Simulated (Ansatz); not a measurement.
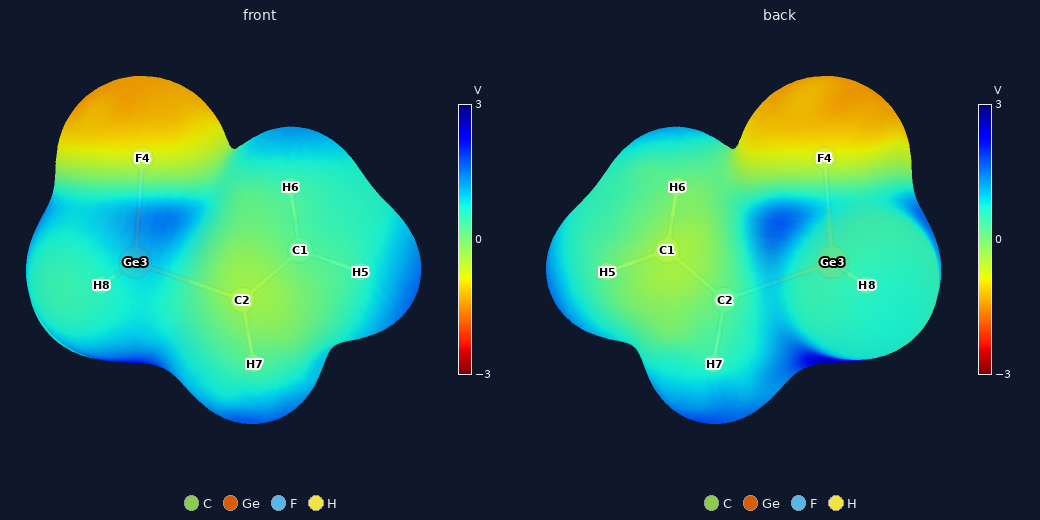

Figure 1: C₂H₄FGe (doublet). The electrostatic potential painted on the density surface at 0.004 e/bohr³, seen from the front and from behind; red is negative and blue positive.

Geometry: PBE0-D4/def2-TZVP.

Theory: Ansatz 0.2.0, UKS PBE0-D4/def2-TZVPP.

```tsv
atom	x (Å)	y (Å)	z (Å)
C	-0.1608	1.2900	-0.1766
C	0.5689	0.2031	-0.4157
Ge	0.3334	-1.4193	0.5998
F	-1.1397	-1.1709	1.5142
H	-0.0128	2.2090	-0.7368
H	-0.9418	1.2977	0.5771
H	1.3583	0.2255	-1.1633
H	0.0867	-2.6924	-0.2546
```

**Describe the electrostatic potential map.**

The most negative region (about −1.4 V) lies over F4, the most positive (about +2.4 V) over Ge3.
